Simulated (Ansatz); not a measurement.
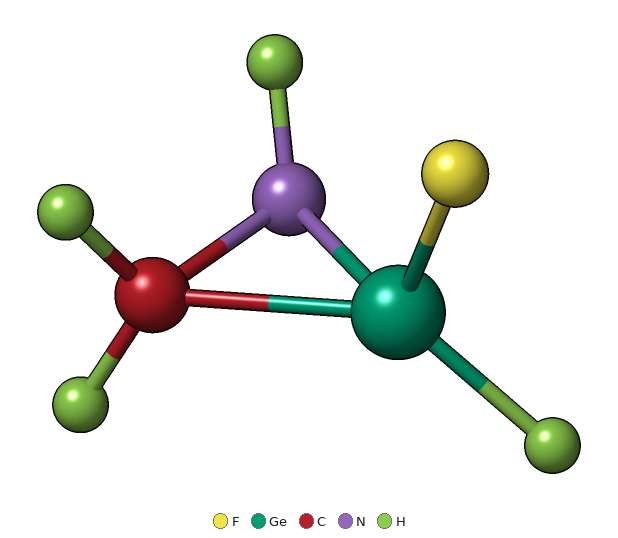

Harmonic vibrations computed with RKS PBE0-D4/def2-TZVP (Ansatz 0.2.0) at a stationary point of the same level.

### Minimum or transition state?

A minimum: no imaginary frequency, and the lowest mode lies at 194 cm⁻¹.

### How many vibrational modes are there, and where do they lie?

18 modes: 194, 207, 471, 565, 619, 682, 717, 729, 779, 981, 994, 1095, 1242, 1461, 2237, 3100, 3184, 3572 cm⁻¹.
